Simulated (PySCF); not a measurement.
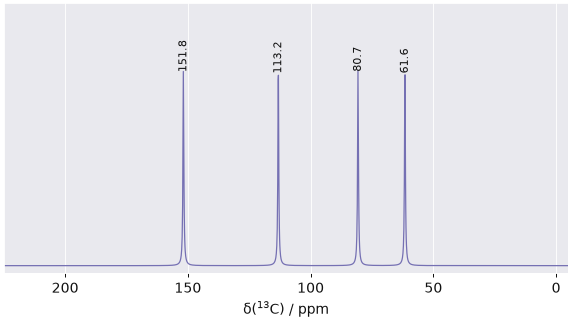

GIAO shifts, BLYP/pcSseg-1 in PySCF 2.14.0, at a PBE0-D3(BJ)/def2-SVP geometry (no frequency check), against TMS for ¹³C computed at the same level. Gas phase, fully decoupled, line heights follow the number of nuclei, widths are arbitrary (no quadrupolar broadening); values of one conformer, averaged over methyl-type rotors and exact or near symmetry; other conformers aren't averaged in.

Question: Which molecule was computed?
A. C₅H₇Cl, SMILES C=C(Cl)/C=C\C
B. C₅H₆O₂, SMILES COc1ccco1
C. C₄H₇ClO, SMILES C=C(Cl)COC
D. C₃H₈O₂Si, SMILES C=C(OC)O[SiH3]

Answer: Option C. Its ¹³C signals: 151.8 (1 C), 113.2 (1 C), 80.7 (1 C), 61.6 (1 C) ppm.
